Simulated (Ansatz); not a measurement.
## Quasi-harmonic thermodynamics of ZrC (Fm-3m)

Wanted: α(T), C_P(T) and B(T) of ZrC in the quasi-harmonic approximation.

Program: Ansatz 0.2.0. Level of theory: DFT PBE+D3(BJ), scalar-relativistic, plane waves, PAW. Results are calculated unless marked as measured.

The database entry behind the starting cell differs from later determinations by our own check (an axis about 0.7 % long against later determinations), so it need not match the best structure at ambient conditions.

## (1) The structure

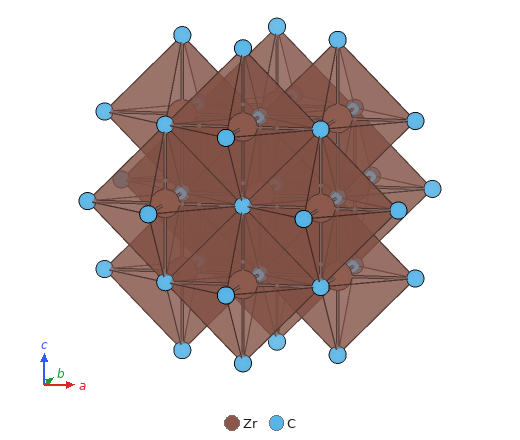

The cell as given, slightly off an axis (zirconium brown, carbon blue). This picture shows the conventional cell, with its axes. Some periodic images of atoms are drawn too.

Coordinates:

```cif
data_structure
_symmetry_space_group_name_H-M 'Fm-3m'
_symmetry_Int_Tables_number 225
_cell_length_a 4.7300
_cell_length_b 4.7300
_cell_length_c 4.7300
_cell_angle_alpha 90.000
_cell_angle_beta 90.000
_cell_angle_gamma 90.000
_cell_volume 105.82
loop_
_atom_site_label
_atom_site_type_symbol
_atom_site_symmetry_multiplicity
_atom_site_Wyckoff_symbol
_atom_site_fract_x
_atom_site_fract_y
_atom_site_fract_z
_atom_site_occupancy
Zr1 Zr 4 b 0.50000 0.00000 0.00000 1
C1 C 4 a 0.00000 0.00000 0.00000 1
```

## (2) A first coarse run

Before spending time, one coarse run tells the gap and the pressure of the starting cell.

input.yaml reads:

```yaml
crystal:
  lattice:
    - [0.0, 2.365, 2.365]
    - [2.365, 0.0, 2.365]
    - [2.365, 2.365, 0.0]
  atoms:
    - { symbol: Zr, position: [0.5, 0.5, 0.5] }
    - { symbol: C, position: [0.0, 0.0, 0.0] }
kpoints:
  mp_grid: { grid: [6, 6, 6] }
hamiltonian:
  xc: pbe
  dispersion: d3bj
scf:
  occupations: { method: gaussian, width: 0.1 }
output:
  forces: true
  stress: true
  eigenvalues: true
```

The run is started by

```console
ansatz run input.yaml --threads 4 --pin off --max-ram 8192MiB --backend cpu --events-out ev --progress --plain --runs-dir out
```

Numbers of over 12 decimals in the logs are rounded to 6 here.

The log of the run:

```text
Engine: ansatz 0.2.0, aarch64-unknown-linux-gnu
Pseudopotentials: kind: paw
Pseudopotential: Zr, paw, valence charge 12, recommended cutoff 420 eV (normal), Zr.paw.azcp
Pseudopotential: C, paw, valence charge 4, recommended cutoff 420 eV (normal), C.paw.azcp
Functional definition: PBE
  parameter kappa = 0.804
  parameter beta = 0.066725
  exchange = pbe_x(kappa = kappa, mu = beta*pi^2/3)
  correlation = pbe_c(beta = beta)
Crystal: 2 atoms, lattice volume = 26.456 Å³
Basis set: ecut = 420 eV, 531 PW (Γ), exchange–correlation on 48×48×48 points (8 copies of the dense FFT grid, shifted against one another)
Bands: 12, of which v1, the nominal top of the filled ones, is band 8 counted from 1 (7 counted from 0)
Symmetry: 48 space group operations
Space group: Fm-3m (ITA 225), of the structure as read, at distance tolerance 3.0e-5 Å
k-points: 16 of 216
Non-local potential: Zr, projectors of the file, l = 0: 3, l = 1: 2, l = 2: 2, l = 3: 2
Non-local potential: C, projectors of the file, l = 0: 2, l = 1: 2, l = 2: 1
PAW form: soft (Blöchl's): semilocal exchange-correlation on the pseudo side does not see the compensation charge
PAW one-centre angular grid: Zr, 590 points (default); XC on 64 Gauss nodes
PAW one-centre angular grid: C, 110 points (default); XC on 64 Gauss nodes
Initial density: superposition of atomic densities (neutral atoms: chi_scale 0, normalization atom), corrected by the library's trained network
Initial wavefunctions: pseudopotential atomic-orbital guess
Functional: x = pbe(κ = 0.804, μ = 0.219515), c = pbe(β = 0.066725)
SCF iter   1: F=—  HF=-4437.268236 eV  |F-HF|=—  |Δ(HF+E_count)|=         —  Δρ=2.34e-3  dr2=1.92e-3  ethr=1.77e-3  ⟨swp⟩=5.0  Hψ=964  notcnv=0
preconditioner: auto → none  [insulator: Δε(μ)=0.269 eV  Ē_g=17.928 eV  σ=0.100 eV  W_gap=0.94  n_scr=8 (ndim 8)  ℏωp=27.0 eV  f_vac=0.000  D(μ)=0.17/eV (n_scr^D=0)  ε∞_Penn≈3.3]
SCF iter   2: F=—  HF=-4437.267479 eV  |F-HF|=—  |Δ(HF+E_count)|=   7.57e-4  Δρ=7.51e-4  dr2=1.49e-4  ethr=1.20e-5  ⟨swp⟩=2.2  Hψ=395  notcnv=0
SCF iter   3: F=—  HF=-4437.267465 eV  |F-HF|=—  |Δ(HF+E_count)|=   1.40e-5  Δρ=1.58e-4  dr2=2.53e-6  ethr=9.32e-7  ⟨swp⟩=2.0  Hψ=237  notcnv=0
SCF iter   4: F=—  HF=-4437.267468 eV  |F-HF|=—  |Δ(HF+E_count)|=   2.23e-6  Δρ=3.52e-5  dr2=1.32e-7  ethr=1.58e-8  ⟨swp⟩=2.0  Hψ=308  notcnv=0
iter 5 did not close the SCF: its close was put off for the readings that it lacked (scf_convergence_deferred on its scf_iter line)
SCF iter   5: F=-4437.267468 eV  HF=-4437.267468 eV  |F-HF|=9.34e-10  |Δ(HF+E_count)|=   2.37e-8  Δρ=8.73e-6  dr2=8.50e-9  ethr=8.26e-10  ⟨swp⟩=2.8  Hψ=325  notcnv=0
SCF iter   6: F=-4437.267468 eV  HF=-4437.267468 eV  |F-HF|=5.28e-11  |Δ(HF+E_count)|=   1.49e-9  Δρ=6.90e-7  dr2=8.38e-11  ethr=5.31e-11  ⟨swp⟩=1.8  Hψ=601  notcnv=0
SCF 1 converged in 6 iterations: F = -4437.267468 eV  dr2 = 8.38e-11
  greatest PAW one-centre occupation: 0.995 electrons in one spin orbital (limit 2), on the Zr atom at site 0 (counted from 0), in its partial waves of l = 0
SCF converged after 6 iterations
Free energy (F): -4437.267468 eV
Harris-Foulkes:  -4437.267468 eV  (|F-HF|=5.28e-11)
Internal energy: -4437.266705 eV  (E = F + TS)
E sigma→0 (E₀):  -4437.267086 eV
Entropy (-TS):   -0.000762 eV (-0.381 meV/atom)
Fermi energy:    14.477401 eV
--- Per-component energies (eV) ---
  E_band       = -54.023114
  E_kinetic    = 421.352078
  E_local      = -604.484107  (includes V_loc(G=0)·N_el)
  E_nonlocal   = 104.283467
  E_hartree    = 181.212086
  E_xc         = -211.049765
  E_vxc        = -252.262705  (∫ρ·V_xc dr)
  E_paw        = -3051.932584  (= ΣΔE_a)
  E_vpaw       = -85.336262  (= ΣTr[D̂ρ^β])
  E_aug_tail   = 0.000038  (compensation charges beyond the density's cutoff)
  E_ewald      = -1275.863827
  E_disp       = -0.784093  (pairwise vdW)
  E_smearing   = -0.000762  (= −TS)
  E_closure    = 0.000000  (closes the sum)
  Σ components = -4437.267468   (vs F -4437.267468, Δ=0.00e0)
--- Forces (eV/Å), atoms counted from 1 ---
  atom   1  Zr     0.00000000    -0.00000000    -0.00000000
  atom   2  C     -0.00000000    -0.00000000    -0.00000000
  max |Σ_I F_I| component: 3.27e-29 eV/Å
--- Stress (GPa, compression-positive) ---
       -7.808459      -0.000000      -0.000000
       -0.000000      -7.808459       0.000000
       -0.000000      -0.000000      -7.808459
  P = ⅓ Tr σ = -7.8085 GPa (-78.085 kbar)
--- Band table (eV; the first three rows and the last of 16) ---
  k-point 0: bands = [... 4 lower, 3.3177, 15.4930, 15.4930, 15.4930, 15.6361, 15.6361, 15.6361, 17.3068]
  k-point 1: bands = [... 4 lower, 3.9024, 13.1541, 13.6925, 13.6925, 16.3864, 16.3864, 16.8105, 19.5990]
  k-point 2: bands = [... 4 lower, 5.2865, 10.6683, 12.2028, 12.2028, 17.8873, 17.8873, 17.9835, 22.7178]
  k-point 15: bands = [... 4 lower, 4.9698, 12.2887, 12.3216, 12.5122, 16.3753, 19.0544, 20.0810, 20.6679]
```

Run time: 0.25 s. Hardware: 4 threads of Arm Neoverse V2, shared host; peak memory 0.27 GiB.

Numbers from this step:

```yaml
pressure: -7.808 GPa
volume_per_atom: 13.23 Å³
gap_on_the_k_mesh: 0 eV
```

The start is under -7.8 GPa at this level and looks like a metal on this mesh.

## (3) Finding the static equilibrium

Phonons are second derivatives about a minimum, so cell and atoms are relaxed first, inside the symmetry of the start.

input.yaml, the sections that differ from step 2:

```yaml
kpoints:
  mp_grid: { grid: [16, 16, 16] }
output:
  forces: true
  stress: true
  eigenvalues: true
  write_density: true
  write_potential: true
  elf: true
  volumetric_format: npy
relax:
  adjacent_minimum: "off"
  f_tol: 0.005
  max_steps: 80
  cell: { stress_tol: 0.05 }
# crystal, hamiltonian, scf: as in step 2
```

The log of the run:

```text
[...]
Crystal: 2 atoms, lattice volume = 26.456 Å³
Basis set: ecut = 420 eV, 531 PW (Γ), exchange–correlation on 48×48×48 points (8 copies of the dense FFT grid, shifted against one another)
Bands: 12, of which v1, the nominal top of the filled ones, is band 8 counted from 1 (7 counted from 0)
Symmetry: 48 space group operations
[...]
k-points: 145 of 4096
[...]
SCF iter   1: F=—  HF=-4437.277409 eV  |F-HF|=—  |Δ(HF+E_count)|=         —  Δρ=1.62e-3  dr2=7.37e-4  ethr=1.77e-3  ⟨swp⟩=5.0  Hψ=8718  notcnv=0
[...]
SCF iter   6: F=-4437.276908 eV  HF=-4437.276908 eV  |F-HF|=1.77e-9  |Δ(HF+E_count)|=   5.72e-9  Δρ=4.23e-6  dr2=2.63e-9  ethr=9.28e-11  ⟨swp⟩=5.2  Hψ=8812  notcnv=0
SCF 1 converged in 6 iterations: F = -4437.276908 eV  dr2 = 2.63e-9
[...]
relax step   1: F+E_penalty+E_count = -4437.27690752 eV  Δ(F+E_penalty+E_count) = +0.000e0 eV  max|allowed force component| = 2.245e-29 eV/Å  Δτ_max = 0.0000 Å  P = -7.886 GPa  Ω = 26.456 Å³  (6 SCF iters, dr2 threshold 1.00e-7 eV, accepted)
Crystal: 2 atoms, lattice volume = 24.641 Å³
[...]
iter 1 solved again at ethr=2.21e-4 eV; its pass at ethr=3.10e-3 eV (dr2=3.54e-2 eV) is discarded
[...]
SCF iter   6: F=-4437.280088 eV  HF=-4437.280088 eV  |F-HF|=5.55e-11  |Δ(HF+E_count)|=  5.61e-10  Δρ=7.63e-7  dr2=1.32e-10  ethr=4.27e-11  ⟨swp⟩=4.9  Hψ=8954  notcnv=0
SCF 2 converged in 6 iterations: F = -4437.280088 eV  dr2 = 1.32e-10
[...]
relax step   2: F+E_penalty+E_count = -4437.28008822 eV  Δ(F+E_penalty+E_count) = -3.181e-3 eV  max|allowed force component| = 4.865e-30 eV/Å  Δτ_max = 0.0000 Å  P = +8.712 GPa  Ω = 24.641 Å³  energy of the carried Pulay correction = +2.310e-3 eV  (6 SCF iters, dr2 threshold 2.00e-7 eV, accepted)
Crystal: 2 atoms, lattice volume = 25.561 Å³
[...]
SCF iter   6: F=-4437.301873 eV  HF=-4437.301873 eV  |F-HF|=1.18e-11  |Δ(HF+E_count)|=  4.37e-10  Δρ=3.17e-7  dr2=2.56e-11  ethr=4.21e-12  ⟨swp⟩=4.7  Hψ=8441  notcnv=0
SCF 3 converged in 6 iterations: F = -4437.301873 eV  dr2 = 2.56e-11
relax step   3: F+E_penalty+E_count = -4437.30187304 eV  Δ(F+E_penalty+E_count) = -2.178e-2 eV  max|allowed force component| = 8.513e-30 eV/Å  Δτ_max = 0.0000 Å  P = -0.439 GPa  Ω = 25.561 Å³  energy of the carried Pulay correction = +1.118e-3 eV  (6 SCF iters, dr2 threshold 2.00e-7 eV, accepted)
[...]
relax step   4: F+E_penalty+E_count = -4437.30199989 eV  Δ(F+E_penalty+E_count) = -1.268e-4 eV  max|allowed force component| = 2.184e-29 eV/Å  Δτ_max = 0.0000 Å  P = -0.004 GPa  Ω = 25.514 Å³  energy of the carried Pulay correction = +1.179e-3 eV  (6 SCF iters, dr2 threshold 2.00e-7 eV, accepted)
[...]
relax step   5: F+E_penalty+E_count = -4437.30098688 eV  Δ(F+E_penalty+E_count) = +1.013e-3 eV  max|allowed force component| = 1.338e-29 eV/Å  Δτ_max = 0.0000 Å  P = -0.065 GPa  Ω = 25.514 Å³  stress off target by 6.55e-2 GPa  SCF on the basis re-selected at this cell (its energy is not comparable with the rows above)  (8 SCF iters)
[...]
relax step   6: F+E_penalty+E_count = -4437.30099735 eV  Δ(F+E_penalty+E_count) = -1.047e-5 eV  max|allowed force component| = 1.193e-29 eV/Å  Δτ_max = 0.0000 Å  P = +0.000 GPa  Ω = 25.506 Å³  energy of the carried Pulay correction = +9.007e-6 eV  (7 SCF iters, accepted)
[...]
SCF iter   1: F=—  HF=-4437.300986 eV  |F-HF|=—  |Δ(HF+E_count)|=         —  Δρ=1.86e-6  dr2=6.43e-10  ethr=4.56e-8  ⟨swp⟩=3.1  Hψ=13731  notcnv=0
eigensolver tolerance schedule: the retry pair's looser diagonalisation over-reported the residual by 11351.11 of it (diagonalisation noise at 0.20 of the residual, at the tolerance the schedule requests for it); recorded, not acted on — ethr = c·dr2/N_el stays at c = 1.0e-1
[...]
SCF iter   2: F=—  HF=-4437.300987 eV  |F-HF|=—  |Δ(HF+E_count)|=   5.85e-7  Δρ=1.05e-6  dr2=1.91e-10  ethr=4.02e-12  ⟨swp⟩=3.0  Hψ=3767  notcnv=0
[...]
SCF iter   8: F=-4437.300987 eV  HF=-4437.300987 eV  |F-HF|=9.09e-13  |Δ(HF+E_count)|=  9.09e-13  Δρ=1.48e-9  dr2=5.66e-16  ethr=1.00e-12  ⟨swp⟩=2.8  Hψ=5482  notcnv=0
SCF 7 converged in 8 iterations: F = -4437.300987 eV  dr2 = 5.66e-16
relax step   7: F+E_penalty+E_count = -4437.30098659 eV  Δ(F+E_penalty+E_count) = +1.075e-5 eV  max|allowed force component| = 8.447e-30 eV/Å  Δτ_max = 0.0000 Å  P = -0.000 GPa  Ω = 25.506 Å³  stress off target by 1.49e-4 GPa  SCF on the basis re-selected at this cell (its energy is not comparable with the rows above)  (8 SCF iters)
[...]
SCF converged after 8 iterations
Free energy (F): -4437.300987 eV
[...]
Internal energy: -4437.299180 eV  (E = F + TS)
E sigma→0 (E₀):  -4437.300083 eV
Entropy (-TS):   -0.001806 eV (-0.903 meV/atom)
Fermi energy:    15.154117 eV
[...]
--- Stress (GPa, compression-positive) ---
       -0.000149      -0.000000      -0.000000
       -0.000000      -0.000149      -0.000000
       -0.000000      -0.000000      -0.000149
  P = ⅓ Tr σ = -0.0001 GPa (-0.001 kbar)
--- Band table (eV; the first three rows and the last of 145) ---
  k-point 0: bands = [... 4 lower, 3.7949, 16.1038, 16.1038, 16.1038, 16.2667, 16.2667, 16.2667, 18.0298]
  k-point 1: bands = [... 4 lower, 3.8870, 15.3532, 15.5532, 15.5532, 16.4843, 16.4843, 16.8130, 18.5511]
  k-point 2: bands = [... 4 lower, 4.1535, 14.3930, 14.7610, 14.7610, 16.7788, 16.7788, 17.2481, 19.6044]
  k-point 144: bands = [... 4 lower, 5.6656, 12.4848, 12.8165, 12.8165, 18.5024, 18.5024, 20.9676, 22.3724]
--- Relaxed structure (5 steps of the walk, 5 accepted, 2 SCFs on fresh bases) ---
  F+E_penalty+E_count = -4437.30098659 eV   max|allowed force component| = 8.447e-30 eV/Å   (the final SCF, on the basis selected at the relaxed cell)
  cell:  # Å, volume = 25.5064 Å³
    - [0, 2.336360, 2.336360]
    - [2.336360, 0, 2.336360]
    - [2.336360, 2.336360, 0]
  atoms:
    - { symbol: Zr, position: [0.5, 0.5, 0.5] }
    - { symbol: C, position: [0, 0, 0] }
```

Wall time 5 s (4 threads); peak memory 0.37 GiB.

The steps of the relaxation:

| step | energy less that of the first step (eV) | largest force component (eV/Å) | pressure (GPa) | volume (Å³) |
| --- | --- | --- | --- | --- |
| 1 | 0.0000 | 0.0000 | -7.89 | 26.46 |
| 2 | -0.0032 | 0.0000 | 8.71 | 24.64 |
| 3 | -0.0250 | 0.0000 | -0.44 | 25.56 |
| 4 | -0.0251 | 0.0000 | 0.00 | 25.51 |
| 5* | -0.0241 | 0.0000 | -0.07 | 25.51 |
| 6 | -0.0241 | 0.0000 | 0.00 | 25.51 |
| 7* | -0.0241 | 0.0000 | 0.00 | 25.51 |

Relaxation steps marked * repeat the geometry before them on a plane-wave basis chosen anew for their cell, so energy and pressure can jump there.

The run keeps the 48 symmetry operations that it works with, so distortions that break them were not tested.

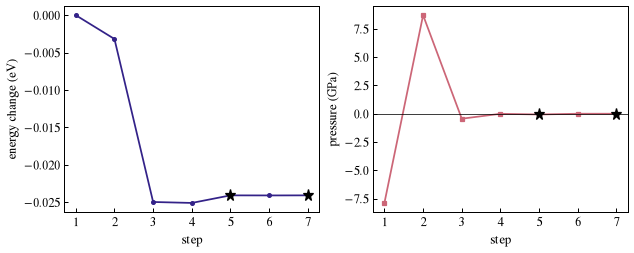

Energy and pressure along the relaxation. Stars mark steps on a basis chosen anew.

| conventional cell, symmetrised | before | after | change |
| --- | --- | --- | --- |
| a (Å) | 4.730 | 4.673 | -1.2 % |
| b (Å) | 4.730 | 4.673 | -1.2 % |
| c (Å) | 4.730 | 4.673 | -1.2 % |
| volume (Å³/atom) | 13.23 | 12.75 | -3.6 % |

Final coordinates:

```cif
data_structure
_symmetry_space_group_name_H-M 'P 1'
_symmetry_Int_Tables_number 1
_cell_length_a 3.3041
_cell_length_b 3.3041
_cell_length_c 3.3041
_cell_angle_alpha 60.000
_cell_angle_beta 60.000
_cell_angle_gamma 60.000
_cell_volume 25.51
loop_
_atom_site_label
_atom_site_type_symbol
_atom_site_fract_x
_atom_site_fract_y
_atom_site_fract_z
_atom_site_occupancy
Zr1 Zr 0.50000 0.50000 0.50000 1
C2 C 0.00000 0.00000 0.00000 1
```

This step gave:

```
pressure        : -1.49e-4 GPa
volume per atom : 12.75 Å³
```

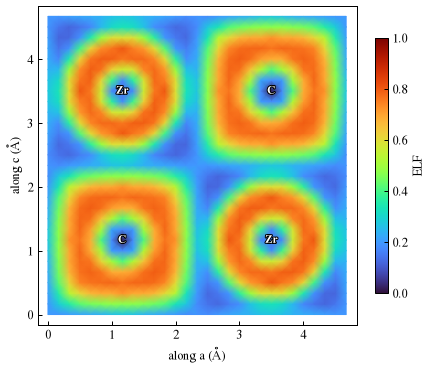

ELF in the ac plane of the conventional cell at fractional y = 0.000, with atoms of Zr and C within 0.2 Å of it. It is the smooth field of the valence electrons, not physical close to the nuclei. The map starts off the cell's origin, so that atoms lie inside it.

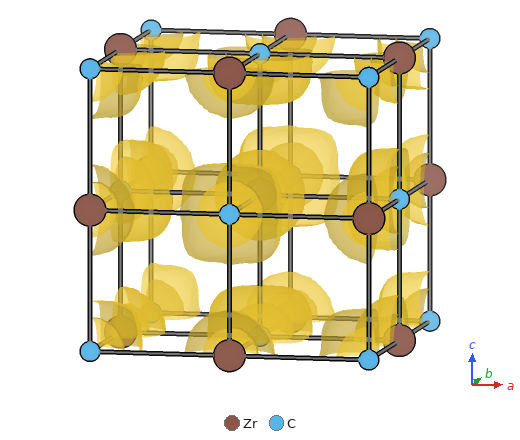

Surface of ELF = 0.72.

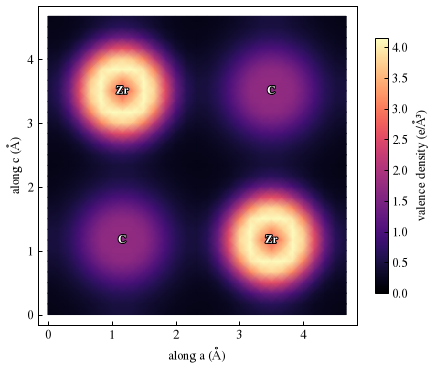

Valence density in the ac plane of the conventional cell at fractional y = 0.000, with atoms of Zr and C within 0.2 Å of it. It is the smooth field of the valence electrons, not physical close to the nuclei. The map starts off the cell's origin, so that atoms lie inside it.

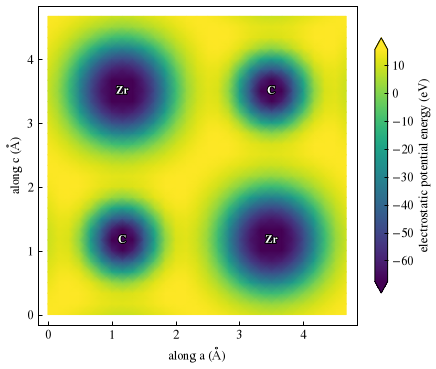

Electrostatic potential energy in the ac plane of the conventional cell at fractional y = 0.000, with atoms of Zr and C within 0.2 Å of it. With pseudopotentials it is smooth inside the atoms' cores, unlike the true potential. The map starts off the cell's origin, so that atoms lie inside it.

The relaxation ends with a pressure of 0.00 GPa.

## (4) Relaxing to small residual forces and stress

The relaxation is repeated with tighter thresholds on force and stress, since phonons are sensitive to what is left; a change of mesh or smearing in the input moves the cell too.

input.yaml reads:

```yaml
crystal:
  lattice:
    - [0.0, 2.3363599845, 2.3363599845]
    - [2.3363599845, 0.0, 2.3363599845]
    - [2.3363599845, 2.3363599845, 0.0]
  atoms:
    - { symbol: Zr, position: [0.5, 0.5, 0.5] }
    - { symbol: C, position: [0.0, 0.0, 0.0] }
kpoints:
  mp_grid: { grid: [16, 16, 16] }
hamiltonian:
  xc: pbe
  dispersion: d3bj
scf:
  occupations: { method: methfessel_paxton, width: 0.15 }
output:
  forces: true
  stress: true
  eigenvalues: true
relax:
  adjacent_minimum: "off"
  f_tol: 0.001
  max_steps: 60
  cell: { stress_tol: 0.01 }
```

The log of the run:

```text
[...]
Crystal: 2 atoms, lattice volume = 25.506 Å³
Basis set: ecut = 420 eV, 531 PW (Γ), exchange–correlation on 48×48×48 points (8 copies of the dense FFT grid, shifted against one another)
Bands: 12, of which v1, the nominal top of the filled ones, is band 8 counted from 1 (7 counted from 0)
Symmetry: 48 space group operations
[...]
k-points: 145 of 4096
[...]
k-point 144: bands = [... 4 lower, 5.6658, 12.4849, 12.8166, 12.8166, 18.5025, 18.5025, 20.9676, 22.3724]
--- Relaxed structure (1 steps of the walk, 1 accepted, 1 SCFs on fresh bases) ---
[...]
cell:  # Å, volume = 25.5064 Å³
    - [0.0, 2.3363599845, 2.3363599845]
    - [2.3363599845, 0.0, 2.3363599845]
    - [2.3363599845, 2.3363599845, 0.0]
  atoms:
    - { symbol: Zr, position: [0.5, 0.5, 0.5] }
    - { symbol: C, position: [0.0, 0.0, 0.0] }
[key lines of the parts left out:]
SCF converged after 5 iterations
Free energy (F): -4437.300207 eV
Fermi energy:    15.153462 eV
P = ⅓ Tr σ = -0.0024 GPa (-0.024 kbar)
```

Run time: 1.4 s. Hardware: 4 threads; peak memory 0.36 GiB; 4.8 s of CPU time.

Little changed from the start: no atom moved by 0.005 Å and no cell edge by 0.1 %.

Numbers from this step:

| Quantity | Value |
| --- | --- |
| pressure | -0.002432 GPa |

The residual pressure is -0.0024 GPa, small enough for phonons.

(Part 1 of 2 ends here.)

[Logs are printed without paths, hosts, clocks, repeated set-up lines and the standing remarks that a program may print on its own settings, such as how far it seeks lower states.]

[Hosts, paths, dates, database ids (printed as entryN), source tags and the programs' standing remarks are cut or masked in the printed files.]

[A step with changed settings may run another functional than the one named; its input shows which.]
